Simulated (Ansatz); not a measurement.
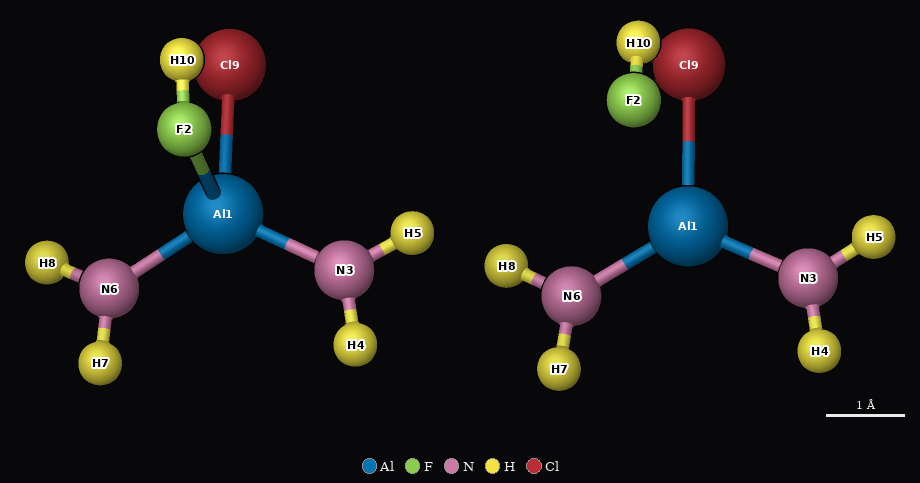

Two geometries of AlN₂H₅ClF, drawn at one scale. One is the start of a relaxation, the other its converged end. A ball-and-stick model, seen at a tilt.

The calculation used RHF/6-31G* in Ansatz 0.2.0. Settings: no spin polarisation; force threshold 0.03 eV/Å; at most 50 steps.

> Which geometry has the lower energy?

The left one is the relaxed one. The run prepares an end point of a later path (reaction) calculation, from a guessed geometry. The largest move after the best rigid fit is that of F2, 0.53 Å. Largest moves by element: F 0.53 Å, Al 0.25 Å, H 0.23 Å, N 0.16 Å, Cl 0.08 Å. Some distances before and after: Al1–F2 2.884 → 2.117 Å, Al1–Cl9 2.203 → 2.164 Å, Al1–N3 1.761 → 1.773 Å, F2–H10 0.918 → 0.924 Å. New bonds form, among them: Al1–F2 (2.88 → 2.12 Å). Among the angles between lasting bonds that change: N3–Al1–N6 126.1° → 123.2°. The energy falls by 17.1 kJ/mol in 6 geometry steps. The largest force component goes from 0.72 to 0.014 eV/Å.

Limits of the set-up: the start holds two separate molecules, 2.6 Å apart at their closest, whose relative position is a soft coordinate and is computed without a dispersion correction; Hartree-Fock leaves out electron correlation.
